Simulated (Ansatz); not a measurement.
# Si2H6O (disiloxane): CAM-B3LYP/cc-pVDZ

What is the vertical singlet–triplet gap of Si2H6O (disiloxane) at CAM-B3LYP/cc-pVDZ? 

The calculation is run with Ansatz 0.2.0.

60 further runs of the same task are left out: 60 set aside as unsound or not needed.

## Step 1: The system as given

The species is Si2H6O (9 atoms), meant as a singlet with charge 0. As SMILES, `[SiH3]O[SiH3]`. The shape is that of a PBE0-D4/def2-TZVP optimisation.

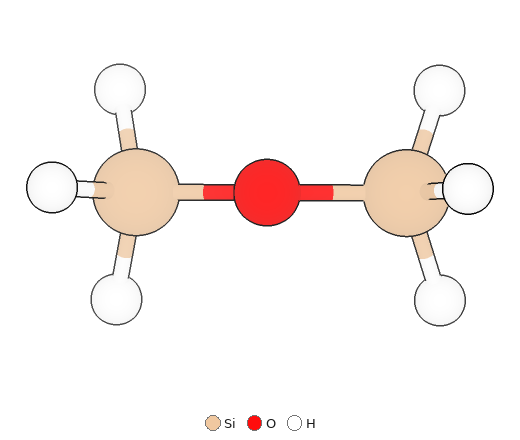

The structure, seen from a chosen angle (silicon light orange, oxygen red, hydrogen white).

## Step 2: The energy at CAM-B3LYP/cc-pVDZ

File job.yaml:

```yaml
crystal:
  periodic: [false, false, false]
  atoms:
    - symbol: Si
      position_ang: [-0.710290, 1.052660, -0.919520]
    - symbol: O
      position_ang: [0.425550, 0.090990, -0.245380]
    - symbol: Si
      position_ang: [0.775570, -1.038810, 0.881750]
    - symbol: H
      position_ang: [-1.787270, 0.226580, -1.525660]
    - symbol: H
      position_ang: [-0.060640, 1.872420, -1.970220]
    - symbol: H
      position_ang: [-1.306170, 1.942760, 0.111330]
    - symbol: H
      position_ang: [2.224270, -1.343130, 0.800010]
    - symbol: H
      position_ang: [-0.009310, -2.275600, 0.628780]
    - symbol: H
      position_ang: [0.448290, -0.527870, 2.238910]
basis:
  gaussian: {orbitals: cc-pVDZ}
hamiltonian: {xc: {name: CAM-B3LYP}}
output: {orbitals: {seedname: orbitals}}
accuracy: high
```

On the command line:

```sh
$ ansatz run job.yaml --threads 1 --pin off --max-ram 3480MiB --events-out events.jsonl --progress --plain --runs-dir runs
```

Log:

```text
Warning: RAYON_NUM_THREADS=1 ignored (pool sized by the plan → 1); use --threads N
Functional definition: CAM-B3LYP
  name "CAM-B3LYP"
  parameter alpha = 0.19
  parameter beta = 0.46
  parameter omega = 0.33/bohr
  parameter ac = 0.81
  exchange = (1 - alpha - beta)*b88_x + beta*b88_x_sr(omega) + alpha*exact_x + beta*exact_x_lr(omega)
  correlation = (1 - ac)*vwn5_c + ac*lyp_c
1882 factors; integrals over basis functions are off by at most 3.9e-9 eV
427 factors; integrals over basis functions are off by at most 1.8e-9 eV
mean field evaluation 1: about -17897.3335 eV, gradient 4.5e1 eV
mean field evaluation 2: about -17893.5229 eV, gradient 6.5e1 eV
mean field evaluation 4: about -17900.6862 eV, gradient 2.9e-1 eV
mean field evaluation 8: about -17900.7868 eV, gradient 2.1e-2 eV
mean field evaluation 16: about -17900.7868 eV, gradient 1.4e-6 eV
mean field -17900.78679390 eV, -657.8417810867 hartree, gradient 3.6e-8 eV, S^2 0.000000; 0 other end points of the search recorded, 0 dependent functions left out
reference -17900.78681531 eV, -657.8417818736 hartree; 21, 21 occupied and 59, 59 virtual orbitals, 1882 factors
Total energy: -17900.78681531 eV, -657.8417818736 hartree
```

Wall time 7.8 s (1 thread of Intel Xeon Platinum 8259CL at 2.50GHz (Skylake/Cascade Lake), shared host); peak memory 0.3 GiB.

## Step 3: The triplet

job.yaml: that of step 2 with these lines changed.

```diff
@@ -23,4 +23,5 @@
   gaussian: {orbitals: cc-pVDZ}
+magnetization: {spin_polarized: true, initial_magnetization: 2}
 hamiltonian: {xc: {name: CAM-B3LYP}}
+accuracy: high
 output: {orbitals: {seedname: orbitals}}
-accuracy: high
```

On the command line:

```sh
$ ansatz run job.yaml --threads 1 --pin off --max-ram 3480MiB --events-out events.jsonl --progress --plain --runs-dir runs
```

Log, shortened:

```text
Warning: RAYON_NUM_THREADS=1 ignored (pool sized by the plan → 1); use --threads N
[... 2 set-up lines as earlier in the session ...]
[...]
1882 factors; integrals over basis functions are off by at most 3.9e-9 eV
427 factors; integrals over basis functions are off by at most 1.8e-9 eV
[...]
mean field -17893.41818770 eV, -657.5709898036 hartree, gradient 7.1e-8 eV, S^2 2.009158; 4 other end points of the search recorded, 0 dependent functions left out
reference -17893.41820928 eV, -657.5709905965 hartree; 22, 20 occupied and 58, 60 virtual orbitals, 1882 factors
Total energy: -17893.41820928 eV, -657.5709905965 hartree
```

It took 37 s on 1 thread of Intel Xeon Platinum 8259CL at 2.50GHz (Skylake/Cascade Lake), shared host; peak memory 0.43 GiB.

## Step 4: Results

At CAM-B3LYP/cc-pVDZ:

| quantity | value |
| --- | --- |
| singlet: total energy | -657.84178 Eh |
| singlet: HOMO energy | -9.93 eV |
| singlet: LUMO energy | 1.32 eV |
| singlet: HOMO–LUMO gap | 11.25 eV |
| triplet: total energy | -657.57099 Eh |
| triplet: HOMO energy (highest over α and β) | -2.72 eV |
| triplet: ⟨S²⟩ | 2.009 |
| vertical energy of the triplet above the singlet | 7.369 eV |

In words: At this shape the triplet lies 7.37 eV (711 kJ/mol) above the singlet.
